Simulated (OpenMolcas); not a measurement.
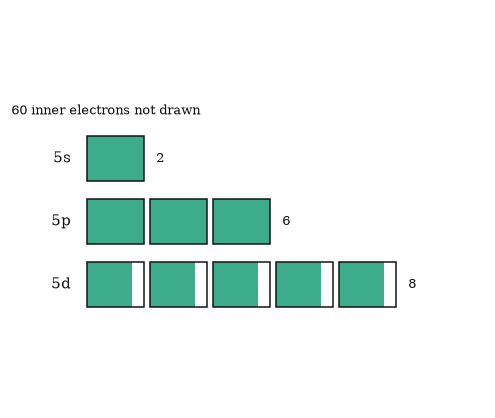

Figure 1. The outer shells of the leading configuration of the lowest level: a box for each of the 2l + 1 orbitals, shaded by the share of the shell that is filled, with the electron count at the right.

**Pt²⁺ complex: multiconfigurational calculation**

- system: Pt²⁺ with 6 ligands (Cl; octahedron, 2.56 Å), neutralised by 6 outer point charges of +0.67 e, whose field is part of the energies.
- method: state-averaged SS-CASPT2, IPEA shift 0.25, imaginary shift 0.1 hartree, closed shells 5s 5p of the metal and the valence shells of the ligands correlated, active space 8 electrons in the shell 5d, basis ANO-RCC-VTZP on the metal and ANO-RCC-VDZP on the ligands, DKH2 scalar Hamiltonian, spin-orbit coupling by RASSI with atomic mean-field integrals (OpenMolcas)

Log (extracts):
```
--- CASPT2 ---
Orbital specifications:
      -----------------------

      Symmetry species                           1   2
                                                ag  au
      Frozen orbitals                           29  31
      Inactive orbitals                         13  15
      Active orbitals                            5   0
      Secondary orbitals                        49  50
      Deleted orbitals                           0   0
      Number of basis functions                 96  96
Type of calculation                        SS-CASPT2
      Fock operator                              state-specific
      IPEA shift                                 0.25
      Real shift                                 0.00
      Imaginary shift                            0.10
      The input orbitals will be transformed to quasi-canonical
Reference energy:      -21162.9090961163
      E2 (Non-variational):      -1.4988410193
      Shift correction:          -0.0023158538
      E2 (Variational):          -1.5011568731
      Total energy:          -21164.4102529895
      Residual norm:              0.0000002453
      Reference weight:           0.65026
      Contributions to the CASPT2 correlation energy
      Active & Virtual Only:         -0.1780038760
      One Inactive Excited:          -0.3044825759
      Two Inactive Excited:          -1.0163545674
Reference energy:      -21162.8620819541
      E2 (Non-variational):      -1.4877874735
      Shift correction:          -0.0022954146
      E2 (Variational):          -1.4900828881
      Total energy:          -21164.3521648422
      Residual norm:              0.0000001401
      Reference weight:           0.65216
      Contributions to the CASPT2 correlation energy
      Active & Virtual Only:         -0.1736001092
      One Inactive Excited:          -0.3049170430
      Two Inactive Excited:          -1.0092703213
::    CASPT2 Root  1     Total energy: -21164.41025299
::    CASPT2 Root  2     Total energy: -21164.35216484
::    CASPT2 Root  3     Total energy: -21164.35189621
::    CASPT2 Root  4     Total energy: -21164.35184307
::    CASPT2 Root  5     Total energy: -21164.32944740
::    CASPT2 Root  6     Total energy: -21164.32935857
::    CASPT2 Root  7     Total energy: -21164.32939028
::    CASPT2 Root  8     Total energy: -21164.28663476
::    CASPT2 Root  9     Total energy: -21164.28598104
::    CASPT2 Root 10     Total energy: -21164.28677996
--- CASPT2 ---
Orbital specifications:
      -----------------------

      Symmetry species                           1   2
                                                ag  au
      Frozen orbitals                           29  31
      Inactive orbitals                         13  15
      Active orbitals                            5   0
      Secondary orbitals                        49  50
      Deleted orbitals                           0   0
      Number of basis functions                 96  96
Type of calculation                        SS-CASPT2
      Fock operator                              state-specific
      IPEA shift                                 0.25
      Real shift                                 0.00
      Imaginary shift                            0.10
      The input orbitals will be transformed to quasi-canonical
Reference energy:      -21162.8591553254
      E2 (Non-variational):      -1.5213510606
      Shift correction:          -0.0025239265
      E2 (Variational):          -1.5238749871
      Total energy:          -21164.3830303125
      Residual norm:              0.0000006331
      Reference weight:           0.64347
      Contributions to the CASPT2 correlation energy
      Active & Virtual Only:         -0.1806904650
      One Inactive Excited:          -0.3200076463
      Two Inactive Excited:          -1.0206529493
Reference energy:      -21162.8591553249
      E2 (Non-variational):      -1.5212379737
      Shift correction:          -0.0025283716
      E2 (Variational):          -1.5237663453
      Total energy:          -21164.3829216703
      Residual norm:              0.0000006333
      Reference weight:           0.64347
      Contributions to the CASPT2 correlation energy
      Active & Virtual Only:         -0.1805905285
      One Inactive Excited:          -0.3199943347
      Two Inactive Excited:          -1.0206531105
::    CASPT2 Root  1     Total energy: -21164.38303031
::    CASPT2 Root  2     Total energy: -21164.38292167
::    CASPT2 Root  3     Total energy: -21164.35374428
::    CASPT2 Root  4     Total energy: -21164.32078789
::    CASPT2 Root  5     Total energy: -21164.32078770
::    CASPT2 Root  6     Total energy: -21164.32047553
::    CASPT2 Root  7     Total energy: -21164.30850813
::    CASPT2 Root  8     Total energy: -21164.30892423
::    CASPT2 Root  9     Total energy: -21164.30879039
::    CASPT2 Root 10     Total energy: -21164.24930544
::    CASPT2 Root 11     Total energy: -21164.24922537
::    CASPT2 Root 12     Total energy: -21164.24919473
::    CASPT2 Root 13     Total energy: -21164.24932827
::    CASPT2 Root 14     Total energy: -21164.24928846
::    CASPT2 Root 15     Total energy: -21164.18754321
```

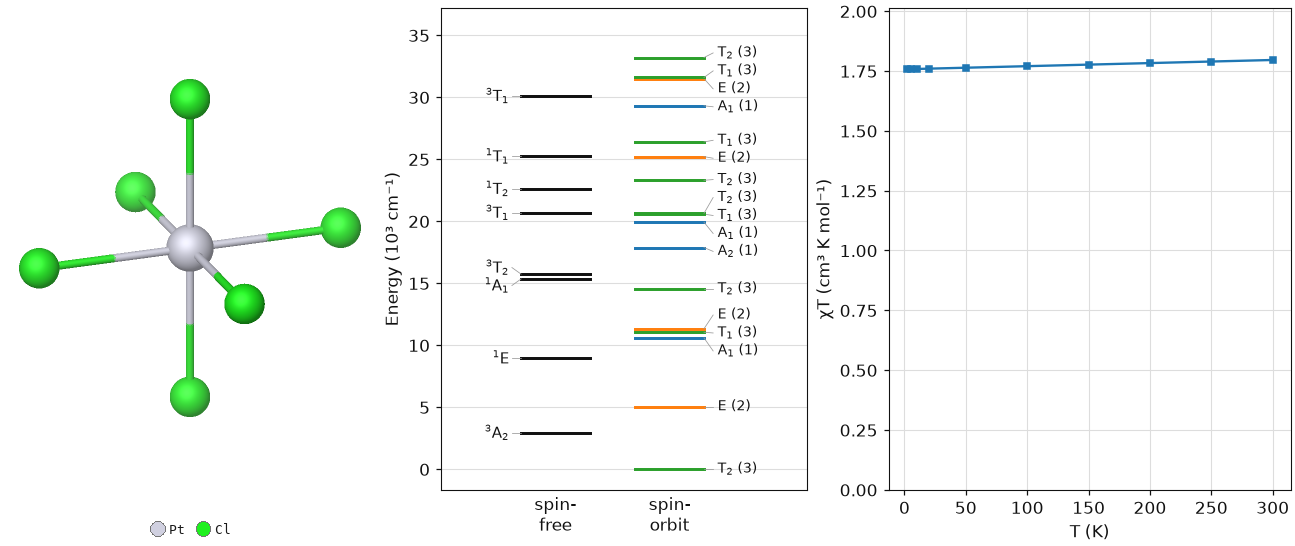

Figure 2. Pt²⁺ (5d⁸) with 6 ligands, Cl⁻, at 2.56 Å (arrangement: octahedron, Oh), neutralised by outer point charges of +0.67 e, and its levels and susceptibility. Labels give the representation in O, Td, D4 or D3 as the site allows (double group for half-integer spin) where it could be assigned and, in brackets, the degeneracy; spin-free states, where drawn, share the zero of the spin-orbit levels. Powder susceptibility by Van Vleck's formula. The ground level is T₂, 3-fold degenerate, 98 % from states of spin multiplicity 3. The next level lies at 5,030 cm⁻¹ (E). The lowest spin-free state is ³A₂; of the same spin there follow at 12,800 cm⁻¹ (³T₂), 17,700 cm⁻¹ (³T₁) and 27,200 cm⁻¹ (³T₁) above it. χT is 1.76 cm³ K mol⁻¹ at 2 K and 1.80 at 300 K, an effective moment of 3.79 μB.

Input file:
```
&GATEWAY
Coord
7

Pt 0.0 0.0 0.0
Cl 2.560000 0.000000 0.000000
Cl 0.000000 2.560000 0.000000
Cl -2.560000 0.000000 0.000000
Cl 0.000000 -2.560000 0.000000
Cl 0.000000 0.000000 2.560000
Cl 0.000000 0.000000 -2.560000
Basis=Pt.ANO-RCC-VTZP,Cl.ANO-RCC-VDZP
Group=XYZ
NoMove
AngMom=0.0 0.0 0.0
AMFI
RICD
XField
3 Angstrom 0
5.360000 0.000000 0.000000 0.666667
0.000000 5.360000 0.000000 0.666667
0.000000 0.000000 5.360000 0.666667
&SEWARD
&RASSCF
FileOrb=start.orb
Symmetry=1
Spin=3
nActEl=8 0 0
Inactive=42 46
Ras2=5 0
CIRoot=10 10 1
SDav=10
CIMx=300
Iter=150 100
PrWF=0.3
OrbListing=Nothing
MaxOrb=0
LevShft=1.0
>>> COPY $Project.JobIph JOB001
&RASSCF
FileOrb=start.orb
Symmetry=1
Spin=1
nActEl=8 0 0
Inactive=42 46
Ras2=5 0
CIRoot=15 15 1
SDav=15
CIMx=300
Iter=150 100
PrWF=0.3
OrbListing=Nothing
MaxOrb=0
LevShft=1.0
>>> COPY $Project.JobIph JOB002
&RASSI
NrOfJobIphs=2 10 15
1 2 3 4 5 6 7 8 9 10
1 2 3 4 5 6 7 8 9 10 11 12 13 14 15
IphNames
JOB001
JOB002
EJob
SpinOrbit
DIPRint=1.0
SOCoupling=1000.0
Subsets=2
Property=9
'ANGMOM' 1 'ANGMOM' 2 'ANGMOM' 3 'MLTPL  1' 1 'MLTPL  1' 2 'MLTPL  1' 3
'AMFI' 1 'AMFI' 2 'AMFI' 3
SOProperty=3
'ANGMOM' 1 'ANGMOM' 2 'ANGMOM' 3
>>> COPY JOB001 $Project.JobIph
&CASPT2
Multistate=10 1 2 3 4 5 6 7 8 9 10
NoMult
Frozen=29 31
IPEA=0.25
Imaginary=0.1
MaxIter=60
WThr=0.0 0.3 0.05
PrWF=0.5
NoMix
>>> COPY JOB002 $Project.JobIph
&CASPT2
Multistate=15 1 2 3 4 5 6 7 8 9 10 11 12 13 14 15
NoMult
Frozen=29 31
IPEA=0.25
Imaginary=0.1
MaxIter=60
WThr=0.0 0.3 0.05
PrWF=0.5
NoMix
```

The file start.orb holds starting orbitals from an earlier step. A driver script formed the levels outside the program, from RASSI's spin-orbit matrix and the CASPT2 energies (for multi-state variants, the effective Hamiltonian), averaged over the components of each term or state. The log and the time are those of the CASPT2 step.

Launched with:
```bash
OMP_NUM_THREADS=1 MOLCAS_MEM=2457 MOLCAS_PROJECT=a pymolcas a.inp > a.log  # once for each step of the input, in one work folder
```

Summary:

```
                                 quantity                                                                 value
                                  outcome                                                             converged
      energy of the lowest spin-free term                                                  −21164.41025 hartree
    energy of the lowest spin-orbit level                                                  −21164.42366 hartree
                CASPT2 correlation energy                                                       −1.5012 hartree
largest spread among components of a term                                                            175.3 cm⁻¹
                  lowest reference weight                                                                 0.639
                                 hardware  1 thread of Arm Neoverse V1, 24 GiB of memory available, shared host
                                wall time                                                               2.8 min
                              peak memory                                                              0.59 GiB
```

Remarks:

The components of ³T1, which symmetry makes degenerate, are split by 175 cm⁻¹ in CASPT2, and those of 3 more by over 50 cm⁻¹. This is an artefact; the levels of such states rest on averages and are uncertain by about as much. Limits: distances are set from ionic radii, not optimised.
